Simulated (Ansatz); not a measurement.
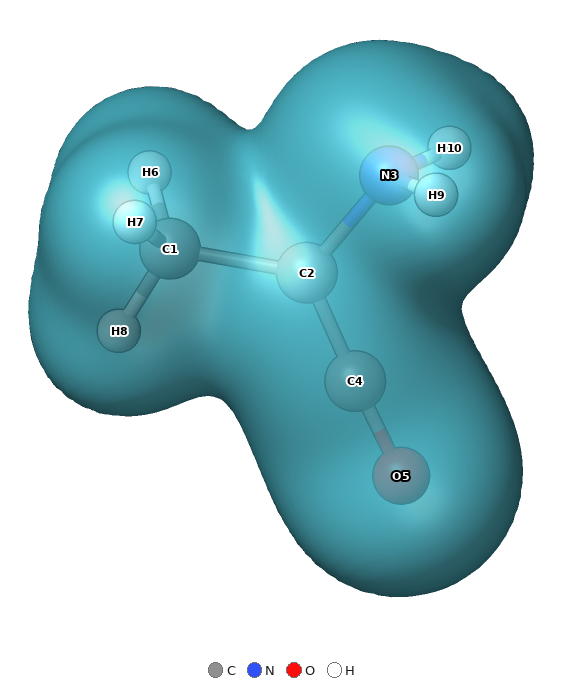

The picture shows: C3H5NO (SMILES CC(N)=C=O). Isosurface of the electron density at 0.05 e/Å³ (cyan), seen at a tilt.

Geometry: PBE0-D4/def2-TZVP.

Level of theory: Ansatz, RKS PBE0-D4/def2-TZVPP.

```xyz
10

C    -1.1357   -0.5137    0.3930
C     0.1215    0.0997   -0.1349
N     1.3351   -0.0254    0.6131
C     0.1552    0.7577   -1.2740
O     0.2219    1.3447   -2.2760
H    -1.3866   -0.0932    1.3717
H    -1.0129   -1.5940    0.5170
H    -1.9802   -0.3418   -0.2778
H     2.0587   -0.5412    0.1326
H     1.7061    0.8562    0.9384
```

What does this surface tell about the bonding?

Answer. At this value the surface is in one piece. It bridges the sampled C–O (1.16 Å), C–C (1.32 Å), C–N (1.43 Å) and N–H (1.01 Å) contacts, where the density stays above the isovalue. On the grid the lowest density along these lines, outside the cores, is 3.2 e/Å³ (C–O, 1.16 Å), 2.3 e/Å³ (C–C, 1.32 Å), 1.9 e/Å³ (C–N, 1.43 Å) and 2.3 e/Å³ (N–H, 1.01 Å).
